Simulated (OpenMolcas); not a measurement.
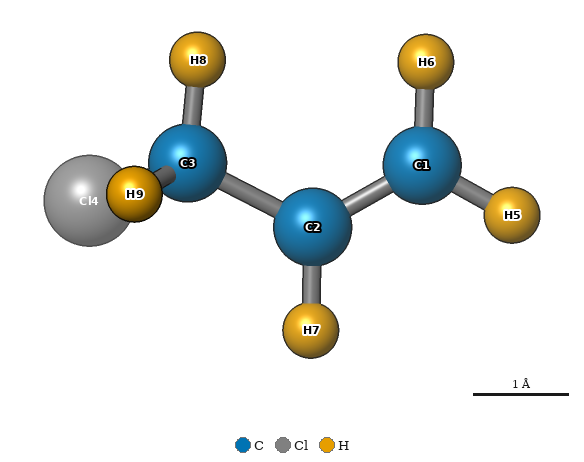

The structure as given in the input (ball-and-stick view, seen at a tilt; atoms are numbered from 1 in the order of the input). Bond lengths as drawn: C–C 1.32 to 1.48 Å, C–Cl 1.79 Å and C–H 1.08 to 1.09 Å.

# C3H5Cl: single-point calculation (part 1 of 2)

C3H5Cl, multiplicity 3, computed with PBE0/def2-SVP, UKS (OpenMolcas 26.06).

The geometry is that of the parent species in another charge or spin state. The geometry comes from this level: PBE0-D4/def2-TZVP.

### Input file
```
&GATEWAY
BasLib=$CurrDir
Coord
9
bohr
C     -0.55813061     2.48534890    -0.84603039
C      0.69959551     0.32367229    -0.73366727
C      0.15153714    -1.68470974     1.14226385
Cl    -0.74226552    -4.57289156    -0.39544409
H     -0.08360148     3.92881620    -2.21816053
H     -2.10861310     2.88867315     0.43492047
H      2.23067051    -0.05894056    -2.04715921
H     -1.39903984    -1.16027294     2.38959648
H      1.80986630    -2.14969575     2.27371847
Basis=def2-SVP
Group=NoSym
&SEWARD
GridInput
Grid=UltraFine
End of Grid
&SCF
UHF
Spin=3
KSDFT=PBE0
Thresholds=1e-10 1e-07 1e-07 1e-05
PrOrbitals=1 1
```

Machine: 1 thread of Arm Neoverse V1, 24 GiB of memory available, shared host.

Command:
```bash
export MOLCAS_MEM=1860
pymolcas job.inp > job.log
```

### The program's output
```
--- Start Module: gateway ---

                                              &GATEWAY

                       available to each process: 1.9 GB of memory, 1 thread

 Basis Set     1 Label: C.DEF2-SVP
 Basis set is read from library:.
 basistype.tbl is not found

 Basis Set     2 Label: CL.DEF2-SVP
 Basis set is read from library:.
 basistype.tbl is not found

 Basis Set     3 Label: H.DEF2-SVP
 Basis set is read from library:.
 basistype.tbl is not found

++    Symmetry information:
      ---------------------

                    Character Table for C1

                             E
                    a        1  x, y, xy, Rz, z, xz, Ry, yz, Rx, I
--

++    Basis set information:
      ----------------------

      Basis set label: C.DEF2-SVP.........

      Electronic valence basis set:
      ------------------
      Associated Effective Charge   6.000000 au
      Associated Actual Charge      6.000000 au
      Nuclear Model: Point charge

      Shell  nPrim  nBasis  Cartesian Spherical Contaminant
         s       7       3        X
         p       4       2        X
         d       1       1                 X

      Basis set label: CL.DEF2-SVP.........

      Electronic valence basis set:
      ------------------
      Associated Effective Charge  17.000000 au
      Associated Actual Charge     17.000000 au
      Nuclear Model: Point charge

      Shell  nPrim  nBasis  Cartesian Spherical Contaminant
         s      10       4        X
         p       7       3        X
         d       1       1                 X

      Basis set label: H.DEF2-SVP.........

      Electronic valence basis set:
      ------------------
      Associated Effective Charge   1.000000 au
      Associated Actual Charge      1.000000 au
      Nuclear Model: Point charge

      Shell  nPrim  nBasis  Cartesian Spherical Contaminant
         s       4       2        X
         p       1       1        X
--

++    Molecular structure info:
      -------------------------

                    ************************************************
                    **** Cartesian Coordinates / bohr, angstrom ****
                    ************************************************

     Center  Label                x              y              z                     x              y              z
        1      C1              -0.558131       2.485349      -0.846030             -0.295350       1.315190      -0.447700
        2      C2               0.699596       0.323672      -0.733667              0.370210       0.171280      -0.388240
        3      C3               0.151537      -1.684710       1.142264              0.080190      -0.891510       0.604460
        4      CL4             -0.742266      -4.572892      -0.395444             -0.392790      -2.419870      -0.209260
        5      H5              -0.083601       3.928816      -2.218161             -0.044240       2.079040      -1.173800
        6      H6              -2.108613       2.888673       0.434920             -1.115830       1.528620       0.230150
        7      H7               2.230671      -0.058941      -2.047159              1.180420      -0.031190      -1.083310
        8      H8              -1.399040      -1.160273       2.389596             -0.740340      -0.613990       1.264520
        9      H9               1.809866      -2.149696       2.273718              0.957740      -1.137570       1.203200

                    ***************************************
                    *    InterNuclear Distances / bohr    *
                    ***************************************

               1 C1            2 C2            3 C3            4 CL4           5 H5            6 H6
    1 C1       0.000000
    2 C2       2.503467        0.000000
    3 C3       4.674006        2.802335        0.000000
    4 CL4      7.075005        5.115632        3.391906        0.000000
    5 H5       2.047319        3.976705        6.546710        8.719815        0.000000
    6 H6       2.051220        3.978802        5.150189        7.630947        3.495913        0.000000
    7 H7       3.961506        2.053252        4.139848        5.651749        4.613816        5.803320
    8 H8       4.946410        4.044891        2.057951        4.453512        6.990038        4.551727
    9 H9       6.068268        4.049027        2.060693        4.416977        7.791695        6.642350

               7 H7            8 H8            9 H9
    7 H7       0.000000
    8 H8       5.837168        0.000000
    9 H9       4.818539        3.359980        0.000000

                    *******************************************
                    *    InterNuclear Distances / angstrom    *
                    *******************************************

               1 C1            2 C2            3 C3            4 CL4           5 H5            6 H6
    1 C1       0.000000
    2 C2       1.324778        0.000000
    3 C3       2.473377        1.482932        0.000000
    4 CL4      3.743931        2.707076        1.794919        0.000000
    5 H5       1.083395        2.104382        3.464370        4.614327        0.000000
    6 H6       1.085459        2.105491        2.725363        4.038123        1.849958        0.000000
    7 H7       2.096339        1.086534        2.190713        2.990777        2.441526        3.070985
    8 H8       2.617527        2.140464        1.089021        2.356697        3.698969        2.408670
    9 H9       3.211189        2.142653        1.090472        2.337363        4.123187        3.514981

               7 H7            8 H8            9 H9
    7 H7       0.000000
    8 H8       3.088896        0.000000
    9 H9       2.549861        1.778025        0.000000

                    **************************************
                    *    Valence Bond Angles / degree    *
                    **************************************
                          Atom centers                 Phi
                      2 C2       1 C1       5 H5       121.50
                      2 C2       1 C1       6 H6       121.43
                      5 H5       1 C1       6 H6       117.07
                      1 C1       2 C2       3 C3       123.41
                      1 C1       2 C2       7 H7       120.45
                      3 C3       2 C2       7 H7       116.14
                      2 C2       3 C3       8 H8       111.74
                      2 C2       3 C3       9 H9       111.83
                      8 H8       3 C3       9 H9       109.33

           ***************************************************************
           *              Valence Dihedral Angles / degree               *
           ***************************************************************
                    Atom centers                       Phi1     Phi2     Theta
           5 H5       1 C1       2 C2       7 H7        121.50   120.45    -0.89
           6 H6       1 C1       2 C2       7 H7        121.43   120.45   179.19
           3 C3       2 C2       1 C1       5 H5        123.41   121.50   178.77
           3 C3       2 C2       1 C1       6 H6        123.41   121.43    -1.16
           1 C1       2 C2       3 C3       8 H8        123.41   111.74     0.20
           1 C1       2 C2       3 C3       9 H9        123.41   111.83  -122.73
           7 H7       2 C2       3 C3       8 H8        116.14   111.74   179.87
           7 H7       2 C2       3 C3       9 H9        116.14   111.83    56.93
--

            Nuclear Potential Energy            144.03480492 au

--- Stop Module: gateway /rc=_RC_ALL_IS_WELL_ ---

--- Start Module: seward ---

                                              &SEWARD

                       available to each process: 1.9 GB of memory, 1 thread

               SEWARD will generate:
                  Multipole Moment integrals up to order  2
                  Kinetic Energy integrals
                  Nuclear Attraction integrals (point charge)
                  One-Electron Hamiltonian integrals
                  Velocity integrals
                  Orbital angular momentum around ( -0.2893  -1.8806  -0.2399 )
                  Velocity quadrupole around ( -0.2893  -1.8806  -0.2399 )
                  Two-Electron Repulsion integrals

                   Integrals are discarded if absolute value <: 1.00E-14
                   Integral cutoff threshold is set to       <: 1.00E-16

            Nuclear Potential Energy            144.03480492 au

      Basis set specifications :
      Symmetry species         a
      Basis functions           85

--- Stop Module: seward /rc=_RC_ALL_IS_WELL_ ---
--- Module seward spent 2 seconds ---

--- Start Module: scf ---

                                                &SCF

                       available to each process: 1.9 GB of memory, 1 thread

++    Input section:
      --------------

      Header of the integral files:

      Cartesian coordinates in angstrom:
      -----------------------------------------------------
      No.  Label        X            Y            Z
      -----------------------------------------------------
       1   C1        -0.29535000   1.31519000  -0.44770000
       2   C2         0.37021000   0.17128000  -0.38824000
       3   C3         0.08019000  -0.89151000   0.60446000
       4   CL4       -0.39279000  -2.41987000  -0.20926000
       5   H5        -0.04424000   2.07904000  -1.17380000
       6   H6        -1.11583000   1.52862000   0.23015000
       7   H7         1.18042000  -0.03119000  -1.08331000
       8   H8        -0.74034000  -0.61399000   1.26452000
       9   H9         0.95774000  -1.13757000   1.20320000
      -----------------------------------------------------
      Nuclear repulsion energy =  144.03480492
--

++    Orbital specifications:
      -----------------------

      Symmetry species               1
                                     a
      Frozen orbitals                0
      Start temperature = 0.500
      End temperature   = 0.010
      Temperature Factor= 0.460
      Deleted orbitals               0
      Total number of orbitals      85
      Number of basis functions     85
--

      Molecular charge                           0.000

      Numerical integration parameters
      --------------------------------
      Radial quadrature type:                         MHL
      Size of radial grid:                            99
      Lebedev angular grid:                           41
      Angular grid pruned with the crowding factor:  1.00E+10
                                 and fading factor:  1.00E+01
      Screening threshold for integral computation:   1.00E-11
      Radial quadrature accuracy:                     1.00E-25
      Maximum batch size:                             128
      AO values are stored on disk
      The same grid will be used for all iterations.

      DFT functional specifications
      -----------------------------
      Using Libxc version: 6.2.2
      Please cite the following reference:
      S. Lehtola, C. Steigemann, M. J.T. Oliveira, and M. A.L. Marques.,  SoftwareX 7, 1–5 (2018) doi:10.1016/j.softx.2017.11.002

      * PBEH (PBE0)

++    Optimization specifications:
      ----------------------------

      SCF Algorithm: Conventional USCF
      D(i)-D(i-1) density differences are used
      Number of density matrices in core                 5
      Maximum number of NDDO SCF iterations            400
      Maximum number of HF SCF iterations              400
      Threshold for SCF energy change             1.00E-10
      Threshold for density matrix                1.00E-07
      Threshold for Fock matrix                   1.00E-07
      Threshold for linear dependence             1.00E-09
      Threshold at which DIIS is turned on        1.50E-01
      Maximum depth in the DIIS procedure                5
      Maximum depth in the BFGS Hessian update          30
      Threshold at which QNR/C2DIIS is turned on  7.50E-02
      Threshold for Norm(delta) (QNR/C2DIIS)      1.00E-05
      All orbitals punched on: UHFORB
--

      Input vectors read from INPORB
      Orbital file label: *Guess orbitals

++ Convergence information
                               UHF PBE0       iterations: Energy and convergence statistics
```
